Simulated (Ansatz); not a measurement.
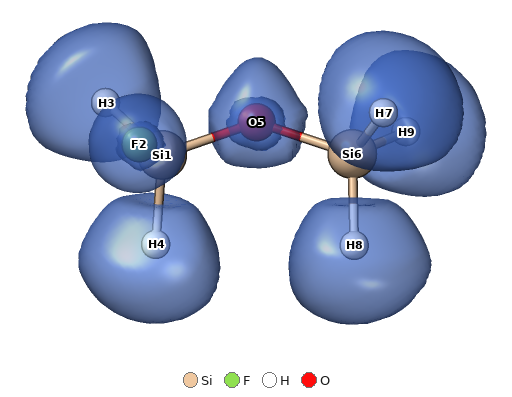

FH5OSi2. Isosurface of the ELF at 0.75 (blue), seen from one side. Only the valence region is drawn (cores and ρ < 0.01 e/Å³ removed).

Theory: RKS PBE-D4/6-31G* (Ansatz).

```yaml
atoms:
  - { symbol: Si, position_ang: [0.0545, 0.0361, 0.0233] }
  - { symbol: F, position_ang: [0.1722, 0.6366, 1.5242] }
  - { symbol: H, position_ang: [1.3835, 0.1628, -0.6428] }
  - { symbol: H, position_ang: [-1.0312, 0.7911, -0.6806] }
  - { symbol: O, position_ang: [-0.3196, -1.5729, 0.0762] }
  - { symbol: Si, position_ang: [-1.6569, -2.5065, 0.4640] }
  - { symbol: H, position_ang: [-1.5688, -2.9691, 1.8863] }
  - { symbol: H, position_ang: [-2.9235, -1.7195, 0.2804] }
  - { symbol: H, position_ang: [-1.6716, -3.6939, -0.4464] }
```

Where are the electrons localised?

The surface consists of five regions around hydrogen nuclei, one region on O in which the atom's valence shell and bonds are merged and one region wrapped around F (its lone pairs, merged into a ring or cap). Profiles from the grid: Si–F (1.62 Å): the ELF peaks at about 0.85 in the valence shell of F, 0.5 Å from its nucleus, and is about 0.50 at the midpoint. Si–O (1.65 Å): the ELF peaks at about 0.85 between the atoms, as expected for a shared but strongly polarised pair.
